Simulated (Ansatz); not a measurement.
# [AlH4]− (SMILES [AlH4-]) at 6 levels

We compute a comparison of 6 runs (HF/6-31G, UHF/6-31G, CAM-B3LYP/3-21G, UB3LYP/6-31G, CCSD/6-31G, FCI/6-31G) of [AlH4]−. 

The results are computed with Ansatz 0.2.0.

2 further runs of the same task are left out: 2 set aside as unsound or not needed.

### Step 1. Starting point

The species is [AlH4]− (5 atoms), meant as a singlet with charge -1. As SMILES, `[AlH4-]`. The H2–Al1 distance was set to 3.255 Å, away from the relaxed value. At this shape a bond of the SMILES string is far longer than usual.

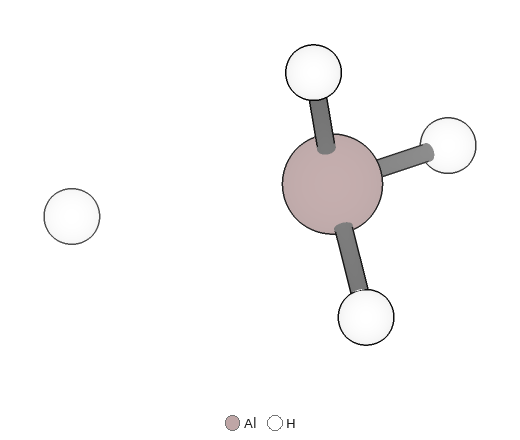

The structure, seen from a chosen angle (aluminium light grey, hydrogen white).

### Step 2. A single-point energy at HF/6-31G (run 1)

molecule.yaml

```yaml
crystal:
  periodic: [false, false, false]
  atoms:
    - {symbol: Al, position_ang: [-1.443548, 0.504389, -0.558569]}
    - {symbol: H, position_ang: [1.443510, -0.504270, 0.556410]}
    - {symbol: H, position_ang: [-2.626498, -0.100171, 0.381641]}
    - {symbol: H, position_ang: [-1.647368, -0.012801, -2.088199]}
    - {symbol: H, position_ang: [-1.500198, 2.130179, -0.521239]}
basis:
  gaussian:
    orbitals: 6-31G
total_charge: -1
hamiltonian:
  xc: hf
accuracy: high
```

Run with:

```sh
$ ansatz run molecule.yaml --threads 1 --pin off --max-ram 2610MiB --events-out events.jsonl --progress --plain --runs-dir runs
```

Standard output:

```text
Warning: RAYON_NUM_THREADS=1 ignored (pool sized by the plan → 1); use --threads N
Functional definition: HF
  name "HF"
  exchange = exact_x
  correlation = 0
473 factors; integrals over basis functions are off by at most 3.8e-9 eV
mean field evaluation 1: about -6640.6915 eV, gradient 1.2e1 eV
mean field evaluation 2: about -6640.6931 eV, gradient 1.2e1 eV
mean field evaluation 4: about -6641.8390 eV, gradient 6.0e-1 eV
mean field evaluation 8: about -6641.8413 eV, gradient 3.3e-4 eV
mean field -6641.84126568 eV, -244.0831645119 hartree, gradient 2.2e-8 eV, S^2 0.000000; 0 other end points of the search recorded, 0 dependent functions left out
reference -6641.84126568 eV, -244.0831645119 hartree; 9, 9 occupied and 12, 12 virtual orbitals, 473 factors
Total energy: -6641.84126568 eV, -244.0831645119 hartree
```

Run time: 0.16 s. Hardware: 1 thread of Arm Neoverse V1, shared host.

### Step 3. A single-point energy at UHF/6-31G (run 2)

run.yaml

```yaml
crystal:
  periodic: [false, false, false]
  atoms:
    - {symbol: Al, position_ang: [-1.443548, 0.504389, -0.558569]}
    - {symbol: H, position_ang: [1.443510, -0.504270, 0.556410]}
    - {symbol: H, position_ang: [-2.626498, -0.100171, 0.381641]}
    - {symbol: H, position_ang: [-1.647368, -0.012801, -2.088199]}
    - {symbol: H, position_ang: [-1.500198, 2.130179, -0.521239]}
basis:
  gaussian:
    orbitals: 6-31G
total_charge: -1
magnetization:
  spin_polarized: true
  initial_magnetization: 0
hamiltonian:
  xc: hf
accuracy: high
```

Run with:

```sh
$ ansatz run run.yaml --threads 1 --pin off --max-ram 2610MiB --events-out events.jsonl --progress --plain --runs-dir runs
```

Standard output:

```text
Warning: RAYON_NUM_THREADS=1 ignored (pool sized by the plan → 1); use --threads N
Functional definition: HF
  name "HF"
  exchange = exact_x
  correlation = 0
473 factors; integrals over basis functions are off by at most 3.8e-9 eV
mean field evaluation 1: about -6640.6915 eV, gradient 8.2e0 eV
mean field evaluation 2: about -6640.6931 eV, gradient 8.2e0 eV
mean field evaluation 4: about -6641.8390 eV, gradient 4.2e-1 eV
mean field evaluation 8: about -6641.8413 eV, gradient 2.3e-4 eV
mean field evaluation 16: about -6642.1346 eV, gradient 2.2e-1 eV
mean field evaluation 32: about -6642.1326 eV, gradient 1.9e-1 eV
mean field -6642.13525812 eV, -244.0939685349 hartree, gradient 2.7e-8 eV, S^2 0.613660; 2 other end points of the search recorded, 0 dependent functions left out
reference -6642.13525812 eV, -244.0939685349 hartree; 9, 9 occupied and 12, 12 virtual orbitals, 473 factors
Total energy: -6642.13525812 eV, -244.0939685349 hartree
```

It took 0.26 s on 1 thread of Arm Neoverse V1, shared host.

Runs 3 to 4 aren't shown in full; the table further down has their settings and results.

### Step 4. The energy at CCSD/6-31G (run 5)

in.yaml

```yaml
basis:
  gaussian:
    orbitals: 6-31G
crystal:
  periodic: [false, false, false]
  atoms:
    - {symbol: Al, position_ang: [-1.443548, 0.504389, -0.558569]}
    - {symbol: H, position_ang: [1.443510, -0.504270, 0.556410]}
    - {symbol: H, position_ang: [-2.626498, -0.100171, 0.381641]}
    - {symbol: H, position_ang: [-1.647368, -0.012801, -2.088199]}
    - {symbol: H, position_ang: [-1.500198, 2.130179, -0.521239]}
correlation:
  method: ccsd
  frozen_orbitals: {Al: 5, H: 0}
scf:
  omitted_lower_state_checks: [cluster_reference, increment]
total_charge: -1
accuracy: high
```

Run with:

```sh
$ ansatz run in.yaml --threads 1 --pin off --max-ram 2610MiB --events-out events.jsonl --progress --plain --runs-dir runs
```

Standard output:

```text
Warning: RAYON_NUM_THREADS=1 ignored (pool sized by the plan → 1); use --threads N
[... 11 lines left out ...]
5 core orbitals not correlated: weight in the atoms' cores, before any rotation towards them, 1.000 or more for the frozen orbitals, at most 0.000 for the correlated occupied ones
[... 28 lines left out ...]
Total energy: -6644.35323817 eV, -244.1754777983 hartree
Checks for a lower state left out: cluster_reference, increment
```

Run time: 0.24 s. Hardware: 1 thread of Arm Neoverse V1, shared host.

### Step 5. The energy at FCI/6-31G (run 6)

input.yaml

```yaml
crystal:
  periodic: [false, false, false]
  atoms:
    - {symbol: Al, position_ang: [-1.443548, 0.504389, -0.558569]}
    - {symbol: H, position_ang: [1.443510, -0.504270, 0.556410]}
    - {symbol: H, position_ang: [-2.626498, -0.100171, 0.381641]}
    - {symbol: H, position_ang: [-1.647368, -0.012801, -2.088199]}
    - {symbol: H, position_ang: [-1.500198, 2.130179, -0.521239]}
basis:
  gaussian:
    orbitals: 6-31G
total_charge: -1
correlation:
  method: fci
  frozen_orbitals: {Al: 5, H: 0}
accuracy: high
```

Run with:

```sh
$ ansatz run input.yaml --threads 1 --pin off --max-ram 2610MiB --events-out events.jsonl --progress --plain --runs-dir runs
```

Standard output:

```text
Warning: RAYON_NUM_THREADS=1 ignored (pool sized by the plan → 1); use --threads N
Functional definition: HF
  name "HF"
  exchange = exact_x
  correlation = 0
473 factors; integrals over basis functions are off by at most 3.8e-9 eV
mean field evaluation 1: about -6640.6915 eV, gradient 1.2e1 eV
mean field evaluation 2: about -6640.6931 eV, gradient 1.2e1 eV
mean field evaluation 4: about -6641.8390 eV, gradient 6.0e-1 eV
mean field evaluation 8: about -6641.8413 eV, gradient 3.3e-4 eV
mean field -6641.84126568 eV, -244.0831645119 hartree, gradient 2.2e-8 eV, S^2 0.000000; 0 other end points of the search recorded, 0 dependent functions left out; unrestricted orbitals would lower it
mean field evaluation 16: about -6642.1255 eV, gradient 5.4e-1 eV
5 core orbitals not correlated: weight in the atoms' cores, before any rotation towards them, 1.000 or more for the frozen orbitals, at most 0.000 for the correlated occupied ones
reference -6641.84126568 eV, -244.0831645119 hartree; 4, 4 occupied and 12, 12 virtual orbitals, 473 factors
state -6644.42799799 eV, -244.1782251709 hartree
Total energy: -6644.42799799 eV, -244.1782251709 hartree
```

It took 13 s on 1 thread of Arm Neoverse V1, shared host; peak memory 0.31 GiB.

### Step 6. The series

| run | level | frozen core orbitals | energy (Eh) | wall time |
| --- | --- | --- | --- | --- |
| 1 | HF/6-31G | – | -244.083165 | 0.16 s |
| 2 | UHF/6-31G | – | -244.093969 | 0.26 s |
| 3 | CAM-B3LYP/3-21G | – | -243.367699 | 0.99 s |
| 4 | UB3LYP/6-31G | – | -244.741136 | 3.9 s |
| 5 | CCSD/6-31G | 5 | -244.175478 | 0.24 s |
| 6 | FCI/6-31G | 5 | -244.178225 | 13 s |

### Step 7. Results

| quantity | value |
| --- | --- |
| run 6: total energy | -244.17823 Eh |
| run 6: correlation energy (5 core orbitals frozen) | -95.1 mEh |

In words: Against full CI in this basis: HF +95.1 mEh; UHF +84.3 mEh; CCSD +2.7 mEh. Totals of different functionals can't be ranked against each other. In run 5 the T1 diagnostic is large, so a single reference may not serve. In run 5 the log says that unrestricted orbitals would lower the reference, so the values rest on an unstable closed-shell determinant (other closed-shell runs at this shape may share the fault). Spin contamination of the reference: run 2 ⟨S²⟩ = 0.61. Where it is this large, the reference is a mixture of spin states, and values that rest on it are in doubt. All runs together took 18 s, the longest 13 s.
